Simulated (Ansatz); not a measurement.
**HOF (hypofluorous acid): FCI/STO-3G**

Aim: the vertical singlet–triplet gap of HOF (hypofluorous acid) at FCI/STO-3G, from 2 runs. 

The results are computed with Ansatz 0.2.0.

41 further runs of the same task are left out: 1 that didn't finish, 40 set aside as unsound or not needed.

### 1 The structure to begin with

HOF has 3 atoms, charge 0, and is taken as a singlet. SMILES: `OF`. The coordinates come from a GFN2-xTB relaxation.

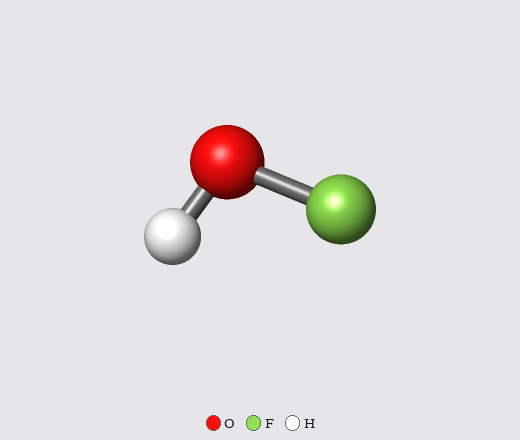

Viewed from a chosen angle; oxygen red, fluorine green, hydrogen white.

### 2 A single-point energy at FCI/STO-3G

File molecule.yaml:

```yaml
crystal:
  periodic: [false, false, false]
  atoms:
    - {symbol: O, position_ang: [0.414430, -0.197140, 0.208800]}
    - {symbol: F, position_ang: [-0.212000, 1.020440, -0.004820]}
    - {symbol: H, position_ang: [-0.202430, -0.823300, -0.203980]}
basis:
  gaussian:
    orbitals: STO-3G
correlation:
  method: fci
  frozen_orbitals: {F: 1, H: 0, O: 1}
accuracy: high
```

On the command line:

```sh
$ ansatz run molecule.yaml --threads 1 --pin off --max-ram 2610MiB --events-out events.jsonl --progress --plain --runs-dir runs
```

Standard output:

```text
Warning: RAYON_NUM_THREADS=1 ignored (pool sized by the plan → 1); use --threads N
Functional definition: HF
  name "HF"
  exchange = exact_x
  correlation = 0
168 factors; integrals over basis functions are off by at most 3.5e-8 eV
mean field evaluation 1: about -4689.8148 eV, gradient 1.0e1 eV
mean field evaluation 2: about -4689.9306 eV, gradient 1.0e1 eV
mean field evaluation 4: about -4690.4618 eV, gradient 4.3e-1 eV
mean field evaluation 8: about -4690.4622 eV, gradient 1.1e-6 eV
mean field -4690.46218421 eV, -172.3713059604 hartree, gradient 2.4e-8 eV, S^2 0.000000; 0 other end points of the search recorded, 0 dependent functions left out
2 core orbitals not correlated: weight in the atoms' cores, before any rotation towards them, 1.000 or more for the frozen orbitals, at most 0.000 for the correlated occupied ones
reference -4690.46218421 eV, -172.3713059604 hartree; 7, 7 occupied and 2, 2 virtual orbitals, 168 factors
state -4692.78360919 eV, -172.4566167548 hartree
Total energy: -4692.78360919 eV, -172.4566167548 hartree
```

It took 0.1 s on 1 thread of Arm Neoverse V2, shared host.

### 3 The triplet, same level

File run.yaml:

```yaml
crystal:
  periodic: [false, false, false]
  atoms:
    - {symbol: O, position_ang: [0.414430, -0.197140, 0.208800]}
    - {symbol: F, position_ang: [-0.212000, 1.020440, -0.004820]}
    - {symbol: H, position_ang: [-0.202430, -0.823300, -0.203980]}
basis:
  gaussian:
    orbitals: STO-3G
magnetization:
  spin_polarized: true
  initial_magnetization: 2
correlation:
  method: fci
  frozen_orbitals: {F: 1, H: 0, O: 1}
accuracy: high
```

On the command line:

```sh
$ ansatz run run.yaml --threads 1 --pin off --max-ram 2610MiB --events-out events.jsonl --progress --plain --runs-dir runs
```

Standard output, shortened:

```text
Warning: RAYON_NUM_THREADS=1 ignored (pool sized by the plan → 1); use --threads N
[... 2 set-up lines as earlier in the session ...]
[...]
168 factors; integrals over basis functions are off by at most 3.5e-8 eV
[...]
mean field -4685.29989048 eV, -172.1815951650 hartree, gradient 2.6e-8 eV, S^2 2.006038; 5 other end points of the search recorded, 0 dependent functions left out
determinant -4685.29989048 eV, -172.1815951650 hartree, with singles and doubles -4687.14779081 eV, -172.2495042493 hartree
determinant -4684.48278414 eV, -172.1515670607 hartree, with singles and doubles -4685.49639134 eV, -172.1888164383 hartree
2 core orbitals not correlated: weight in the atoms' cores, before any rotation towards them, 1.000 or more for the frozen orbitals, at most 0.000 for the correlated occupied ones
reference -4685.25530928 eV, -172.1799568358 hartree; 8, 6 occupied and 1, 3 virtual orbitals, 168 factors
state -4687.16818005 eV, -172.2502535402 hartree
Total energy: -4687.16818005 eV, -172.2502535402 hartree
```

Run time: 0.18 s. Hardware: 1 thread of Arm Neoverse V2, shared host.

### 4 Results

At FCI/STO-3G, 2 core orbitals frozen:

| quantity | value |
| --- | --- |
| singlet: total energy | -172.45662 Eh |
| singlet: correlation energy (2 core orbitals frozen) | -85.3 mEh |
| triplet: total energy | -172.25025 Eh |
| triplet: correlation energy (2 core orbitals frozen) | -70.3 mEh |
| vertical energy of the triplet above the singlet | 5.615 eV |

In words: At this shape the triplet lies 5.62 eV (542 kJ/mol) above the singlet. In a minimal basis such a difference can be off by several eV, whatever the method.
